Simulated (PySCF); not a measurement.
**BeH₄S, a complex of two parts: interaction energy**

Aim: the interaction energy of `[BeH2]` with `S`.

Computed with PySCF 2.14.0; each step states its level. No surroundings beyond the atoms listed, unless a continuum is named. Atoms count from 0, parts from 1.

## 1. Starting point

6 atoms, charge 0, multiplicity 1; geometry: GFN2-xTB. Parts: 1 = atoms 0–2, `[BeH2]`, charge 0; 2 = atoms 3–5, `S`, charge 0.

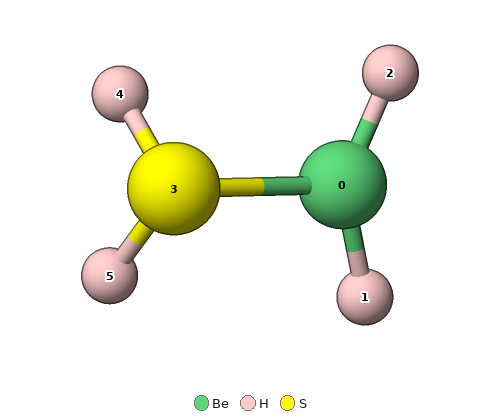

The starting geometry (beryllium green, hydrogen pink, sulfur yellow), atoms numbered.

## 2. Optimising the geometry at PBE0-D3(BJ)/def2-SVPD

What the job is given:

```
{"job": {"xc": "PBE0", "basis": "def2-SVPD", "d3": "d3bj", "grid": 2, "kind": "geom", "shake": 0.01}, "charge": 0, "multiplicity": 1, "parts": [{"atoms": "0-2", "charge": 0, "multiplicity": 1}, {"atoms": "3-5", "charge": 0, "multiplicity": 1}]}
Be     0.151153    -0.513736    -0.288177
H     -0.921411    -0.501737     0.477100
H      1.223631     0.163393    -0.454247
S      0.107252    -2.179163    -1.662779
H      1.270364    -2.627374    -1.321426
H     -0.549321    -3.037849    -0.867364
```

Command:

```console
$ OMP_NUM_THREADS=1 python cluster_run.py task.json out
```

The driver reads the jobs from task.json and runs them one after another.

**Question.** The jobs that follow are: CCSD(T)/aug-cc-pVDZ and MP2/aug-cc-pVTZ counterpoise interaction energy, frozen core, gas phase. Predict: point group; rotational constants (main isotopes); interaction energy, CCSD(T) limit estimate; MP2/aug-cc-pVTZ; T1 diagnostic.

**Answer**, as computed:

```
                                  quantity                   value
                               point group                      Cs
      rotational constants (main isotopes)  73.41, 10.26, 9.49 GHz
interaction energy, CCSD(T) limit estimate         -12.52 kcal/mol
                           MP2/aug-cc-pVTZ         -12.30 kcal/mol
                             T1 diagnostic                  0.0088
```

**Reading.** The optimisation took 8 steps and gained 0.180 eV; among the close pairs (by a distance rule), Be0–S3 changed most, from 2.160 to 2.307 Å. The interaction energy leaves out the deformation of the parts, 4.59 kcal/mol (MP2); added to the CCSD(T) estimate it gives a binding of about -7.93 kcal/mol. The estimate adds CCSD(T) less MP2 in the small basis (+0.25 kcal/mol) to extrapolated MP2. Hartree-Fock gives -7.85 against -12.52 kcal/mol.
